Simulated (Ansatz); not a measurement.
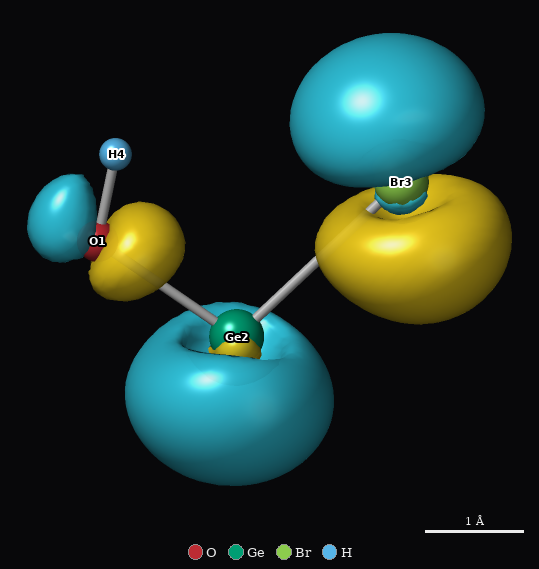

The picture shows: BrGeHO (SMILES [OH][Ge][Br]). One frontier orbital at ±0.15 Å⁻³ᐟ² (yellow and cyan are the two phases), seen at a tilt.

Geometry: PBE0-D4/def2-TZVP.

Theory: isolated molecule in a Gaussian basis; Kohn-Sham density functional theory, functional revPBE (Ansatz).

Question: Which orbital is it: HOMO or LUMO?

Answer: The HOMO, at −7.43 eV. Its weight (Hirshfeld) is mainly on Br3 (about 55 %), Ge2 (about 35 %) and O1 (about 10 %); it is symmetric in the molecular plane (an in-plane orbital: σ, lone-pair or in-plane π type).
